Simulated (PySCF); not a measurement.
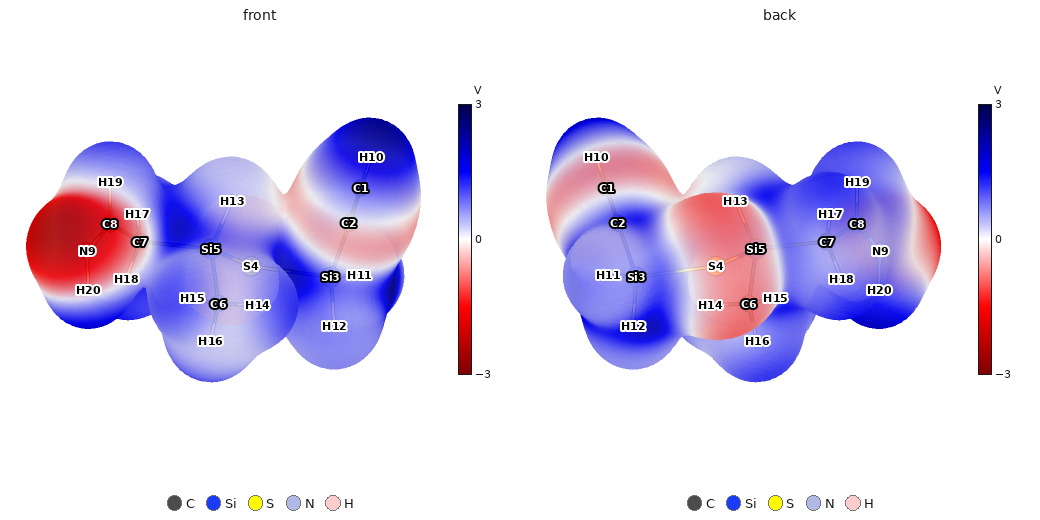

C$_{5}$H$_{11}$NSSi$_{2}$. The electrostatic potential painted on the density surface at 0.004 e/bohr³, seen from the front and from behind; red is negative and blue positive.

Geometry: GFN2-xTB.

These are results of PBE0/pcSseg-1, SCF density, gas phase, non-relativistic in PySCF 2.14.0, not measurements.

```yaml
atoms:
  - { symbol: C, position_ang: [3.7872, 0.9966, 0.4303] }
  - { symbol: C, position_ang: [3.3540, 0.1226, -0.2731] }
  - { symbol: Si, position_ang: [2.6554, -1.2016, -1.3545] }
  - { symbol: S, position_ang: [0.7379, -0.5508, -2.1040] }
  - { symbol: Si, position_ang: [-0.2805, 0.1969, -0.3565] }
  - { symbol: C, position_ang: [-0.4510, -1.1522, 0.9679] }
  - { symbol: C, position_ang: [-2.0080, 0.7258, -0.9805] }
  - { symbol: C, position_ang: [-2.7311, 1.3947, 0.1285] }
  - { symbol: N, position_ang: [-3.5091, 0.8782, 0.9685] }
  - { symbol: H, position_ang: [4.1826, 1.7536, 1.0438] }
  - { symbol: H, position_ang: [3.4548, -1.3741, -2.5569] }
  - { symbol: H, position_ang: [2.4568, -2.4134, -0.5628] }
  - { symbol: H, position_ang: [0.4709, 1.3439, 0.1542] }
  - { symbol: H, position_ang: [0.5057, -1.3668, 1.4371] }
  - { symbol: H, position_ang: [-1.1381, -0.8356, 1.7474] }
  - { symbol: H, position_ang: [-0.8297, -2.0807, 0.5455] }
  - { symbol: H, position_ang: [-1.9039, 1.3973, -1.8305] }
  - { symbol: H, position_ang: [-2.5536, -0.1604, -1.3095] }
  - { symbol: H, position_ang: [-2.5326, 2.4562, 0.2538] }
  - { symbol: H, position_ang: [-3.6728, -0.1196, 0.8290] }
```

> Which sites attract a positive test charge, and which a negative one?

A positive charge is drawn to the negative regions and a negative charge to the positive ones. The most negative region (about −2.3 V) lies over N9, the most positive (about +2.4 V) over Si3 and H10. N9 is the likeliest acceptor of a hydrogen bond.
